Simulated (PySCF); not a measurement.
## Electronic structure of C$_{3}$H$_{10}$B$_{2}$N (doublet) in real space

```xyz
16

B     1.2952    1.4690    0.5067
N     0.8531    0.1890    0.0216
B     1.8648   -0.7810   -0.2863
C    -0.4858   -0.1088   -0.0367
C    -1.4979    0.9824   -0.1066
C    -0.9739   -1.5159   -0.0760
H     2.4043    1.7876    0.3324
H     0.5658    2.1654    1.1010
H     2.9835   -0.4501   -0.2462
H     1.5891   -1.8765   -0.5882
H    -2.3824    0.6380   -0.6412
H    -1.0923    1.8554   -0.6165
H    -1.8209    1.3038    0.8892
H    -0.4138   -2.1464    0.6145
H    -0.8691   -1.9547   -1.0735
H    -2.0272   -1.5483    0.1947
```

Geometry: GFN2-xTB.

The calculation used PySCF 2.14.0, density-fitted response routines, UKS B3LYP, pcH-1 on B C H N, non-relativistic, mean-field spin-orbit, GIAO.

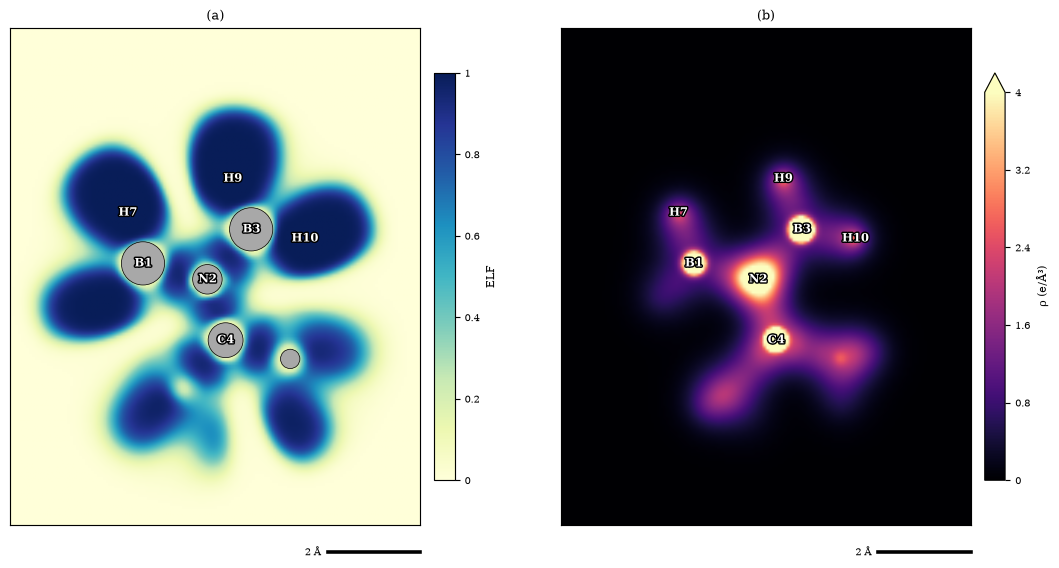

Figure 1. (a) ELF; (b) total electron density on the plane of atoms N2, B3 and H10. Grey discs cover the atomic cores in the ELF map.

### Describe what can be read from this map.

The section cuts through B, N, C and H sites.
C–N (1.37 Å): ρ is about 2.2 e/Å³ halfway; the ELF peaks at about 0.90 between the atoms; a covalent bond.
B–N (1.43 Å): ρ at the midpoint is about 1.8 e/Å³; the ELF peaks at about 0.95 between the atoms: a shared but strongly polarised pair.
B–H (1.17 Å): ρ is about 1.3 e/Å³ halfway; the ELF climbs to about 1 towards the hydrogen, as it does in any bond to H (an ordinary covalent bond to hydrogen).

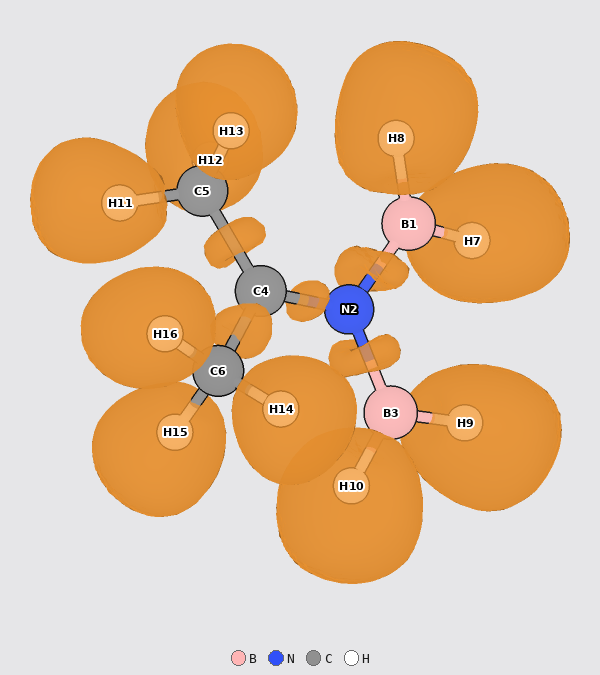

Figure 2. Isosurface of the ELF at 0.85 (orange), seen at a tilt. Core shells and regions of very low density are left out.

### What do the ELF domains correspond to?

At this value the surface marks out two regions between bonded B–N atoms (shared pairs), two regions between bonded C–C atoms (shared pairs), one region between bonded C–N atoms (shared pairs) and ten regions around hydrogen nuclei.

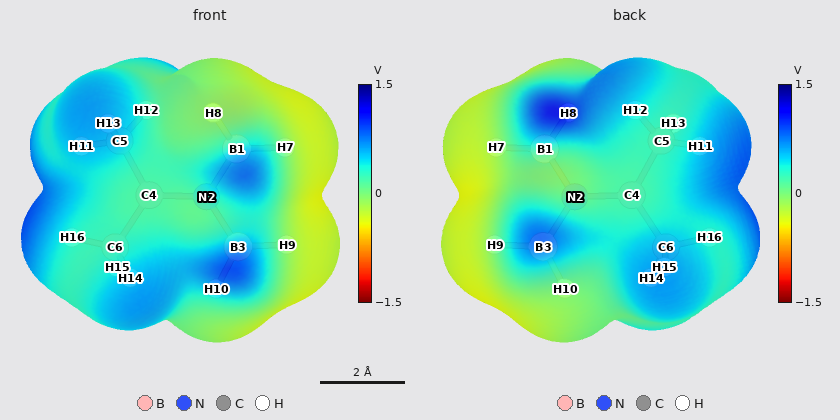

Figure 3. The electrostatic potential painted on the density surface at 0.002 e/bohr³, seen from the front and from behind; red is negative and blue positive.

### Describe the electrostatic potential map.

The most negative region (about −0.4 V) lies over H7 and H9, the most positive (about +1.0 V) over B1.
